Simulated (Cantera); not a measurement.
Feed: 1 mol SiH2Cl2, 0.045 mol HCl, 18 mol H2, equilibrated at 0.133 bar.

Equilibrium computed with Cantera from the NASA thermochemical tables; the gas is ideal and each condensed phase is pure. Candidate condensed phases: Si; 19 gas species. The tables' values for SiCl3 are old estimates; treat these amounts as uncertain. Kinetics and transport are ignored.

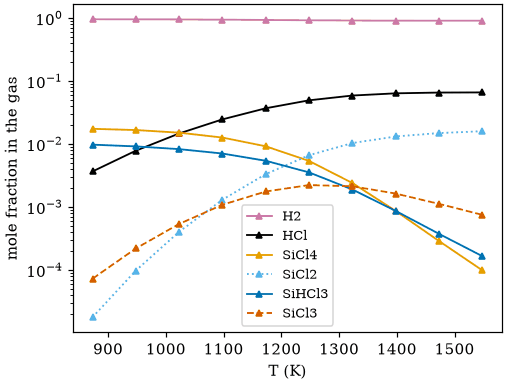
Fig. 1. Equilibrium gas composition (values under 1e-9 drawn at 1e-9)

Q: Read off the mole fractions at 1173 K.

A: H2 about 0.94, HCl about 0.037, SiCl4 about 0.0093, SiHCl3 about 0.0055, SiCl2 about 0.0034, SiCl3 about 0.0018.
